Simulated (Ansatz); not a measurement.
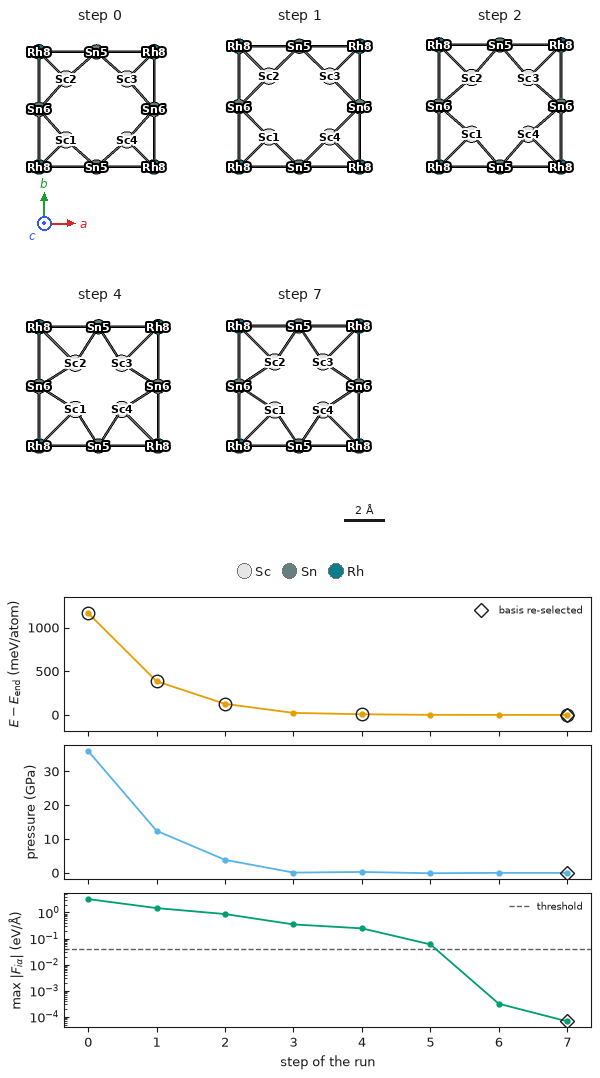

Frames of a relaxation of solid Sc4Sn3Rh (built on the VCu3S4 type) (coarse preliminary run), marked on the history of the run. A ball-and-stick model of the cell of the calculation, seen along the c axis.

Case: VCu3S4 type (P-43m, No. 215).

These are results of DFT PBE, scalar-relativistic, plane waves, PAW (Ansatz 0.2.0), not measurements. Settings: plane-wave cutoff 420 eV; k-point mesh 4 × 4 × 4; occupations gaussian; smearing width 0.1 eV; no spin polarisation; cell and atoms relaxed; force threshold 0.04 eV/Å; at most 70 steps.

What happens along the run?

Answer. The largest moves relative to the cell, 0.67 Å, are those of Sc atoms. Sn and Rh stay in place. The volume changes by +13.2 %, with a = b = c 5.771 → 6.015 Å (+4.2 %). Among the contacts that change: Rh–Sc 2.349 → 3.122 Å, Sc–Sn 2.453 → 2.819 Å, Rh–Sn 2.885 → 3.008 Å. Bond angles that change, for instance: Sc–Sn–Sc 102.9° → 129.4°, Sn–Sc–Sn 112.6° → 97.9°, Sn–Sc–Rh 73.8° → 60.6°. The space group stays P-43m (No. 215). Over 6 accepted moves (7 points after the start) the energy falls by 1167 meV per atom. Largest force component: 3.2 eV/Å at the start, under 0.0001 eV/Å at the end. The pressure goes from 36.06 to −0.01 GPa. The SCF was repeated once at an unchanged geometry on a basis and grid sized afresh for the cell, which shifted the energy by 0.6 meV per atom at most. Cost: 120 s on 1 thread of Arm Neoverse V1, with other jobs on the host, peak memory 0.49 GiB. From step 0 to 1: Sc atoms move most (0.14 Å), volume +15.3 %, energy −781 meV per atom. From step 1 to 2: Sc atoms move most (0.21 Å), volume +3.4 %, energy −259 meV per atom. From step 2 to 4: Sc atoms move most (0.40 Å), volume −6.9 %, energy −119 meV per atom. From step 4 to 7: Sc atoms move most (0.07 Å), volume +2.0 %, energy −7.6 meV per atom.

```csv
step,"E − E(0), meV/atom","largest force component, eV/Å","pressure, GPa","volume, Å³/atom",note
0,0.00,3.2491,36.06,24.024,
1,-781.34,1.4667,12.45,27.705,
2,-1040.33,0.8674,3.85,28.656,
3,-1143.76,0.3469,0.09,28.300,
4,-1159.57,0.2455,0.27,26.666,
5,-1165.95,0.0596,-0.11,27.408,
6,-1166.58,0.0003,0.01,27.205,
7,-1167.15,0.0001,-0.01,27.205,"same geometry, new basis"
```
